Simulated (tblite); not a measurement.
# Run report: C6H16N2Si, geometry relaxation (part 3 of 3)

C6H16N2Si, SMILES CCN1CC[C@@H](C)N1[SiH3]; GFN2-xTB geometry optimisation, gas phase (tblite 0.8.0). 

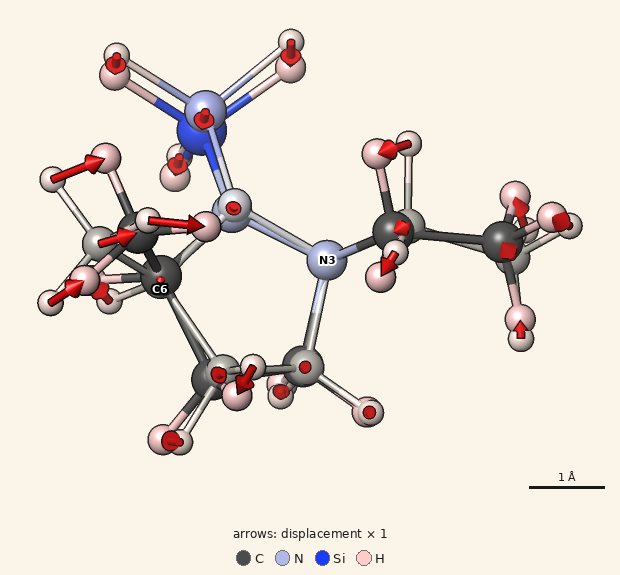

Start (faint) and end (solid) with the displacements as red arrows, at true length (ball-and-stick view, seen at a tilt). The two geometries are laid on each other by the best rigid fit. The largest move after the best rigid fit is that of H22, 0.86 Å. By element the largest moves are H 0.86 Å, C 0.58 Å, Si 0.44 Å, N 0.23 Å. Distances before and after: N3–N8 1.494 → 1.420 Å, C6–N8 1.489 → 1.461 Å, Si9–H23 1.493 → 1.466 Å, N3–C4 1.475 → 1.452 Å. Among the angles that change: N8–Si9–H25 109.3° → 115.7°, N8–Si9–H24 109.6° → 105.0°, H23–Si9–H24 109.1° → 113.0°. After 108 geometry steps the energy has fallen by 0.269 eV. Largest force component: 1.4 eV/Å at the start, 0.008 eV/Å at the end. (Atoms are counted from 1 in the order of the input.)
